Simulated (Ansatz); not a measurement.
# CHOSi (quartet): the correlation ladder, cc-pVDZ

How much of the correlation energy of CHOSi (quartet) does each wave-function method recover here?

Computed with Ansatz 0.2.0, Gaussian basis. Level: cc-pVDZ, core rule «outside noble gas», up to 7 orbitals frozen.

To be run: UHF; CCSD(T) on ROHF; CCSD(T) on UHF; BCCD(T) on ROHF; CISD as a restricted active space (open shells left free, so some higher excitations enter); CCSDT(Q) on ROHF; CCSDT(Q) on UHF.

21 further runs of the same task are left out: 10 that didn't finish, 11 set aside as unsound or not needed. Runs told in other sessions of the task aren't counted.

### Step 1. What is computed

The geometry is a PBE0/def2-TZVP stationary point (not a proven minimum).

4 atoms, charge 0, spin multiplicity 4.

Atoms are counted from 1 here; the program's logs count them from 0.

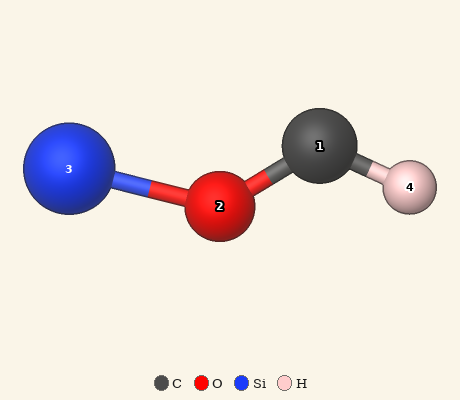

The geometry (carbon dark grey, oxygen red, silicon blue, hydrogen pink); atoms are numbered from 1 in the order of the file.

In the tables R marks a restricted open-shell determinant and U an unrestricted one; energies count from the table's Hartree-Fock row.

### Step 2. UHF

File in.yaml:

```yaml
crystal:
  periodic: [false, false, false]
  atoms:
    - {symbol: C, position_ang: [0.000000, -0.310298, 1.646633]}
    - {symbol: O, position_ang: [0.000000, 0.351816, 0.544141]}
    - {symbol: Si, position_ang: [0.000000, -0.073198, -1.108628]}
    - {symbol: H, position_ang: [0.000000, 0.152652, 2.632314]}
basis:
  gaussian: {orbitals: cc-pVDZ}
magnetization: {spin_polarized: true, initial_magnetization: 3}
hamiltonian: {xc: hf}
output: {orbitals: {seedname: orbitals}}
```

Launch:

```bash
$ ansatz run in.yaml --threads 1 --pin off --events-out ev --progress --plain --max-ram 2393MiB
```

The program printed:

```text
Functional definition: HF
  name "HF"
  cite "Fock, Z. Phys. 61, 126 (1930) doi:10.1007/BF01340294"
  parent pbe
  exchange = exact_x
  correlation = 0
489 factors; integrals over basis functions are off by at most 1.3e-3 eV
mean field evaluation 1: about -10940.2249 eV, gradient 1.5e1 eV
mean field evaluation 2: about -10940.2296 eV, gradient 1.5e1 eV
mean field evaluation 4: about -10941.9499 eV, gradient 4.0e0 eV
mean field evaluation 8: about -10942.1601 eV, gradient 2.1e-1 eV
mean field evaluation 16: about -10942.0143 eV, gradient 6.8e-1 eV
mean field evaluation 32: about -10941.3769 eV, gradient 3.5e0 eV
mean field evaluation 64: about -10941.8251 eV, gradient 3.3e-6 eV
mean field -10942.16090978 eV, -402.1169965714 hartree, gradient 1.7e-5 eV, S^2 3.786310; 5 other end points of the search recorded, 0 dependent functions left out
reference -10942.16090978 eV, -402.1169965714 hartree; 16, 13 occupied and 35, 38 virtual orbitals, 489 factors
Total energy: -10942.16090978 eV, -402.1169965714 hartree
```

Run time: 1.5 s. Hardware: 1 thread of Arm Neoverse V1, shared host.

From the report: ⟨S²⟩ of the determinant 3.786 (pure quartet: 3.75).

### Step 3. CCSD(T) on ROHF

in.yaml: that of step 2 with these lines changed.

```diff
@@ -9,4 +9,4 @@
   gaussian: {orbitals: cc-pVDZ}
-magnetization: {spin_polarized: true, initial_magnetization: 3}
-hamiltonian: {xc: hf}
-output: {orbitals: {seedname: orbitals}}
+magnetization: {spin_polarized: false, initial_magnetization: 3}
+correlation: {method: ccsd_t, electrons: outside_noble_gas}
+output: {forces: true}
```

Same command.

The program printed, shortened:

```text
Functional definition: HF
  name "HF"
  cite "Fock, Z. Phys. 61, 126 (1930) doi:10.1007/BF01340294"
  parent pbe
[...]
489 factors; integrals over basis functions are off by at most 1.3e-3 eV
[...]
mean field -10941.89948449 eV, -402.1073893692 hartree, gradient 1.4e-6 eV, S^2 3.750000; 7 other end points of the search recorded, 0 dependent functions left out
[...]
determinant -10941.89948449 eV, -402.1073893692 hartree, with singles and doubles -10951.93953485 eV, -402.4763544146 hartree
determinant -10941.56095233 eV, -402.0949485418 hartree, with singles and doubles -10951.44899462 eV, -402.4583273935 hartree
determinant -10941.89948449 eV, -402.1073893692 hartree, with singles and doubles -10951.94791828 eV, -402.4766624999 hartree
determinant -10941.56095233 eV, -402.0949485418 hartree, with singles and doubles -10951.44989518 eV, -402.4583604884 hartree
7 core orbitals not correlated: weight in the atoms' cores, before any rotation towards them, 1.000 or more for the frozen orbitals, at most 0.000 for the correlated occupied ones
reference -10941.89948449 eV, -402.1073893692 hartree; 9, 6 occupied and 35, 38 virtual orbitals, 489 factors
second order -9.03877665 eV of doubles, -0.14825754 eV of singles
cycle   1  -10.04843829 eV  change   -4.5e-6 eV  update   2.9e-6
[...]
cycle   6  -10.04844088 eV  change   -1.7e-7 eV  update   1.0e-7
perturbative correction -0.30940997 eV, -0.0113706067 hartree
[...]
Total energy: -10952.25733534 eV, -402.4880333670 hartree
Atom 0 at     0.000000    -0.310298     1.646633 Å, force    -0.000000    -1.250745     1.002347 eV/Å
Atom 1 at     0.000000     0.351816     0.544141 Å, force    -0.000000     1.322549    -0.303109 eV/Å
Atom 2 at     0.000000    -0.073198    -1.108628 Å, force     0.000000    -0.337451    -1.141967 eV/Å
Atom 3 at     0.000000     0.152652     2.632314 Å, force     0.000000     0.265647     0.442729 eV/Å
Dipole moment:    -0.000000     0.037901     0.154186 e Å
```

Run time: 15 s. Hardware: 1 thread of Arm Neoverse V1, shared host.

From the report: correlation -10.3579 eV; T1 0.043; largest double amplitude 0.09.

### Step 4. CCSD(T) on UHF

in.yaml: that of step 3 with these lines changed.

```diff
@@ -9,3 +9,3 @@
   gaussian: {orbitals: cc-pVDZ}
-magnetization: {spin_polarized: false, initial_magnetization: 3}
+magnetization: {spin_polarized: true, initial_magnetization: 3}
 correlation: {method: ccsd_t, electrons: outside_noble_gas}
```

Same command.

The program printed, shortened:

```text
Functional definition: HF
  name "HF"
  cite "Fock, Z. Phys. 61, 126 (1930) doi:10.1007/BF01340294"
  parent pbe
[...]
489 factors; integrals over basis functions are off by at most 1.3e-3 eV
[...]
mean field -10942.16090978 eV, -402.1169965714 hartree, gradient 2.6e-6 eV, S^2 3.786310; 9 other end points of the search recorded, 0 dependent functions left out
determinant -10942.16090978 eV, -402.1169965714 hartree, with singles and doubles -10951.94518717 eV, -402.4765621335 hartree
determinant -10941.82507246 eV, -402.1046547775 hartree, with singles and doubles -10951.45506336 eV, -402.4585504156 hartree
determinant -10939.18299100 eV, -402.0075600748 hartree, with singles and doubles -10948.60980053 eV, -402.3539889351 hartree
determinant -10942.16090978 eV, -402.1169965714 hartree, with singles and doubles -10951.95341488 eV, -402.4768644962 hartree
[...]
7 core orbitals not correlated: weight in the atoms' cores, before any rotation towards them, 1.000 or more for the frozen orbitals, at most 0.000 for the correlated occupied ones
reference -10942.16090978 eV, -402.1169965714 hartree; 9, 6 occupied and 35, 38 virtual orbitals, 489 factors
second order -8.92025247 eV of doubles, -0.00000000 eV of singles
cycle   1  -9.79250783 eV  change   -2.7e-6 eV  update   2.7e-6
[...]
cycle   6  -9.79250971 eV  change   -1.3e-7 eV  update   8.8e-8
perturbative correction -0.30469253 eV, -0.0111972440 hartree
[...]
Total energy: -10952.25811203 eV, -402.4880619098 hartree
Atom 0 at     0.000000    -0.310298     1.646633 Å, force     0.000000    -1.245421     0.993909 eV/Å
Atom 1 at     0.000000     0.351816     0.544141 Å, force    -0.000000     1.317217    -0.288537 eV/Å
Atom 2 at     0.000000    -0.073198    -1.108628 Å, force     0.000000    -0.338008    -1.147112 eV/Å
Atom 3 at     0.000000     0.152652     2.632314 Å, force    -0.000000     0.266212     0.441740 eV/Å
Dipole moment:    -0.000000     0.037734     0.156567 e Å
```

Wall time 15 s (1 thread of Arm Neoverse V1, shared host).

From the report: ⟨S²⟩ of the determinant 3.786 (pure quartet: 3.75); correlation -10.0972 eV; T1 0.038; largest double amplitude 0.09.

### Step 5. BCCD(T) on ROHF

in.yaml: that of step 4 with these lines changed.

```diff
@@ -9,4 +9,3 @@
   gaussian: {orbitals: cc-pVDZ}
-magnetization: {spin_polarized: true, initial_magnetization: 3}
-correlation: {method: ccsd_t, electrons: outside_noble_gas}
-output: {forces: true}
+magnetization: {spin_polarized: false, initial_magnetization: 3}
+correlation: {method: bccd_t, electrons: outside_noble_gas}
```

The command is unchanged.

The program printed, shortened:

```text
Functional definition: HF
  name "HF"
  cite "Fock, Z. Phys. 61, 126 (1930) doi:10.1007/BF01340294"
  parent pbe
[...]
489 factors; integrals over basis functions are off by at most 1.3e-3 eV
[...]
mean field -10941.89948449 eV, -402.1073893692 hartree, gradient 1.4e-6 eV, S^2 3.750000; 7 other end points of the search recorded, 0 dependent functions left out
[...]
determinant -10941.89948449 eV, -402.1073893692 hartree, with singles and doubles -10951.93953485 eV, -402.4763544146 hartree
determinant -10941.56095233 eV, -402.0949485418 hartree, with singles and doubles -10951.44899462 eV, -402.4583273935 hartree
determinant -10941.89948449 eV, -402.1073893692 hartree, with singles and doubles -10951.94791828 eV, -402.4766624999 hartree
determinant -10941.56095233 eV, -402.0949485418 hartree, with singles and doubles -10951.44989518 eV, -402.4583604884 hartree
7 core orbitals not correlated: weight in the atoms' cores, before any rotation towards them, 1.000 or more for the frozen orbitals, at most 0.000 for the correlated occupied ones
reference -10941.89948449 eV, -402.1073893692 hartree; 9, 6 occupied and 35, 38 virtual orbitals, 489 factors
second order -9.03877665 eV of doubles, -0.14825754 eV of singles
cycle   1  -10.00783755 eV  change    4.1e-2 eV  update   2.5e-2
[...]
cycle  11  -10.01485095 eV  change   -6.6e-6 eV  update   1.3e-5
perturbative correction -0.35181047 eV, -0.0129287963 hartree
Total energy: -10952.26614591 eV, -402.4883571497 hartree
```

Wall time 9.5 s (1 thread of Arm Neoverse V1, shared host).

From the report: correlation -10.3667 eV; largest double amplitude 0.08.

### Step 6. CISD as a restricted active space (open shells left free, so some higher excitations enter)

in.yaml: that of step 5 with these lines changed.

```diff
@@ -10,2 +10,2 @@
 magnetization: {spin_polarized: false, initial_magnetization: 3}
-correlation: {method: bccd_t, electrons: outside_noble_gas}
+correlation: {active_space: {ras: {orbitals: [6, 3, 35], electrons: 15, max_holes: 2, max_particles: 2}, fixed_orbitals: true}}
```

Same command.

The program printed:

```text
Functional definition: HF
  name "HF"
  cite "Fock, Z. Phys. 61, 126 (1930) doi:10.1007/BF01340294"
  parent pbe
  exchange = exact_x
  correlation = 0
489 factors; integrals over basis functions are off by at most 1.3e-3 eV
mean field evaluation 1: about -10940.1344 eV, gradient 1.9e1 eV
mean field evaluation 2: about -10940.1390 eV, gradient 1.9e1 eV
mean field evaluation 4: about -10941.7507 eV, gradient 5.0e0 eV
mean field evaluation 8: about -10941.8989 eV, gradient 3.2e-1 eV
mean field evaluation 16: about -10941.5613 eV, gradient 5.8e-3 eV
mean field evaluation 32: about -10941.5901 eV, gradient 3.4e-1 eV
mean field -10941.89948449 eV, -402.1073893692 hartree, gradient 1.4e-6 eV, S^2 3.750000; 7 other end points of the search recorded, 0 dependent functions left out
reference -10941.89948449 eV, -402.1073893692 hartree; 16, 13 occupied and 35, 38 virtual orbitals, 489 factors
state -10950.92200305 eV, -402.4389608107 hartree
Total energy: -10950.92200305 eV, -402.4389608107 hartree
```

Run time: 29 s. Hardware: 1 thread of Arm Neoverse V1, shared host.

From the report: 293,138 determinants.

### Step 7. CCSDT(Q) on ROHF

in.yaml: that of step 6 with these lines changed.

```diff
@@ -10,2 +10,2 @@
 magnetization: {spin_polarized: false, initial_magnetization: 3}
-correlation: {active_space: {ras: {orbitals: [6, 3, 35], electrons: 15, max_holes: 2, max_particles: 2}, fixed_orbitals: true}}
+correlation: {method: ccsdt_q, electrons: outside_noble_gas}
```

Same command.

The program printed, shortened:

```text
Functional definition: HF
  name "HF"
  cite "Fock, Z. Phys. 61, 126 (1930) doi:10.1007/BF01340294"
  parent pbe
[...]
942 factors; integrals over basis functions are off by at most 1.6e-7 eV
[...]
mean field -10941.89961488 eV, -402.1073941609 hartree, gradient 1.5e-6 eV, S^2 3.750000; 7 other end points of the search recorded, 0 dependent functions left out
[...]
determinant -10941.89961488 eV, -402.1073941609 hartree, with singles and doubles -10951.93966754 eV, -402.4763592909 hartree
determinant -10941.56109997 eV, -402.0949539673 hartree, with singles and doubles -10951.44914854 eV, -402.4583330501 hartree
determinant -10941.89961488 eV, -402.1073941609 hartree, with singles and doubles -10951.94805099 eV, -402.4766673769 hartree
determinant -10941.56109997 eV, -402.0949539673 hartree, with singles and doubles -10951.45004916 eV, -402.4583661473 hartree
7 core orbitals not correlated: weight in the atoms' cores, before any rotation towards them, 1.000 or more for the frozen orbitals, at most 0.000 for the correlated occupied ones
reference -10941.89961488 eV, -402.1073941609 hartree; 9, 6 occupied and 35, 38 virtual orbitals, 942 factors
second order -9.03879785 eV of doubles, -0.14825820 eV of singles
cycle   1  -9.52765206 eV  change   -3.4e-1 eV  update   1.2e-1
[...]
cycle  22  -10.39591539 eV  change    6.9e-7 eV  update   1.1e-6
perturbative correction -0.02379330 eV, -0.0008743875 hartree
Total energy: -10952.31932357 eV, -402.4903113924 hartree
```

Wall time 1.8 min (1 thread of Arm Neoverse V1, shared host); peak memory 1 GiB.

From the report: correlation -10.4197 eV; T1 0.048; largest double amplitude 0.09.

### Step 8. CCSDT(Q) on UHF

in.yaml: that of step 7 with these lines changed.

```diff
@@ -9,3 +9,3 @@
   gaussian: {orbitals: cc-pVDZ}
-magnetization: {spin_polarized: false, initial_magnetization: 3}
+magnetization: {spin_polarized: true, initial_magnetization: 3}
 correlation: {method: ccsdt_q, electrons: outside_noble_gas}
```

The command is unchanged.

The program printed, shortened:

```text
Functional definition: HF
  name "HF"
  cite "Fock, Z. Phys. 61, 126 (1930) doi:10.1007/BF01340294"
  parent pbe
[...]
942 factors; integrals over basis functions are off by at most 1.6e-7 eV
[...]
mean field -10942.16104168 eV, -402.1170014185 hartree, gradient 2.6e-6 eV, S^2 3.786310; 9 other end points of the search recorded, 0 dependent functions left out
determinant -10942.16104168 eV, -402.1170014185 hartree, with singles and doubles -10951.94532070 eV, -402.4765670406 hartree
determinant -10941.82522138 eV, -402.1046602500 hartree, with singles and doubles -10951.45521709 eV, -402.4585560650 hartree
determinant -10939.18311842 eV, -402.0075647574 hartree, with singles and doubles -10948.60991892 eV, -402.3539932860 hartree
determinant -10942.16104168 eV, -402.1170014185 hartree, with singles and doubles -10951.95354781 eV, -402.4768693812 hartree
determinant -10941.82522138 eV, -402.1046602500 hartree, with singles and doubles -10951.45667824 eV, -402.4586097612 hartree
7 core orbitals not correlated: weight in the atoms' cores, before any rotation towards them, 1.000 or more for the frozen orbitals, at most 0.000 for the correlated occupied ones
reference -10942.16104168 eV, -402.1170014185 hartree; 9, 6 occupied and 35, 38 virtual orbitals, 942 factors
second order -8.92027027 eV of doubles, -0.00000000 eV of singles
cycle   1  -9.25935796 eV  change   -3.4e-1 eV  update   1.2e-1
[...]
cycle  22  -10.13510059 eV  change   -1.1e-8 eV  update   1.2e-6
perturbative correction -0.03085099 eV, -0.0011337531 hartree
Total energy: -10952.32699326 eV, -402.4905932486 hartree
```

It took 95 s on 1 thread of Arm Neoverse V1, shared host; peak memory 0.73 GiB.

From the report: ⟨S²⟩ of the determinant 3.786 (pure quartet: 3.75); correlation -10.1660 eV; T1 0.043; largest double amplitude 0.09.

### Step 9. Misses and costs

The yardstick is UCCSDT(Q), where the cluster series has nearly closed. Rows without a time are mean-field rows or come out of runs for another level: lower rungs of the coupled-cluster runs, or the Hartree-Fock search. The times of RCCSD(T), UCCSD(T) include forces.

Differences are taken before rounding.

| method | energy from the lowest ROHF (meV) | from UCCSDT(Q) (meV) | time |
| --- | --- | --- | --- |
| ROHF | 0.0 | +10427.5 |  |
| UHF | -261.4 | +10166.1 |  |
| RMP2 | -9187.0 | +1240.5 |  |
| UMP2 | -9181.7 | +1245.8 |  |
| CISD | -9022.5 | +1405.0 | 29 s |
| RCCSD | -10048.4 | +379.1 |  |
| UCCSD | -10053.9 | +373.6 |  |
| RCCSD(T) | -10357.9 | +69.7 | 15 s |
| UCCSD(T) | -10358.6 | +68.9 | 15 s |
| BCCD(T) | -10366.7 | +60.8 | 9.5 s |
| RCCSDT | -10396.0 | +31.5 |  |
| UCCSDT | -10396.7 | +30.9 |  |
| RCCSDT(Q) | -10419.8 | +7.7 | 1.8 min |
| UCCSDT(Q) | -10427.5 | 0 | 95 s |

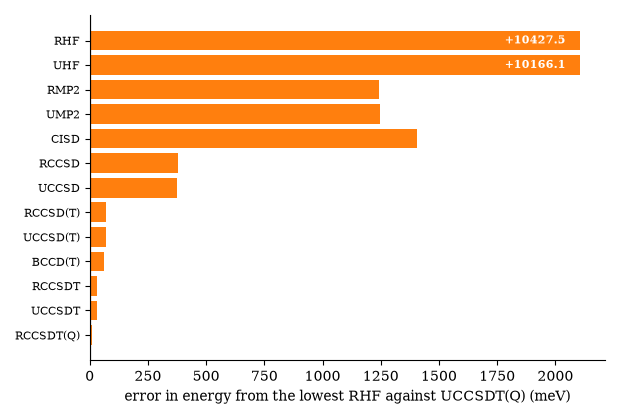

How far each level lands from UCCSDT(Q). Bars with a number in them are cut short.

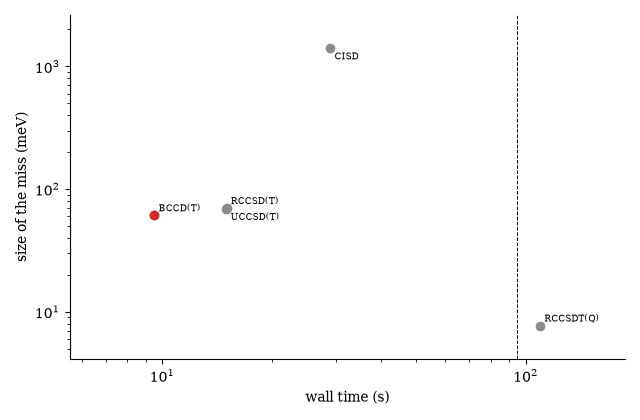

Accuracy for the time spent; red marks the levels that beat every quicker one drawn (of those quicker than the yardstick), and the dashed line is the time of UCCSDT(Q). Times are from a shared host.

With the free atoms at the same levels and basis (separate runs), the atomisation energy is 11.019 eV at UCCSDT(Q), 10.979 eV at RCCSD(T), 10.976 eV at UCCSD(T), 7.939 eV at ROHF.

### Step 10. Summary of results

| quantity | value |
| --- | --- |
| UCCSDT(Q) from the ROHF energy | -10.4275 eV |
| RMP2 from UCCSDT(Q) | +1240.5 meV |
| UMP2 from UCCSDT(Q) | +1245.8 meV |
| RCCSD from UCCSDT(Q) | +379.1 meV |
| RCCSD(T) from UCCSDT(Q) | +69.7 meV |
| UCCSD(T) from UCCSDT(Q) | +68.9 meV |
| RCCSDT(Q) from UCCSDT(Q) | +7.7 meV |
| levels within 1 kcal/mol (43 meV) | RCCSDT, UCCSDT, RCCSDT(Q) |
| T1 diagnostic | 0.043 |

RCCSD(T) lands +69.7 meV from the yardstick (0.7 % of the correlation energy). These misses are within one basis, not against nature; the frozen cores of restricted and unrestricted runs differ, which can shift their rows.

With open shells the CI space here admits some higher excitations, so it is larger than plain CISD.

For cost: BCCD(T) gets within 60.8 meV in 9.5 s, where UCCSDT(Q) took 95 s.
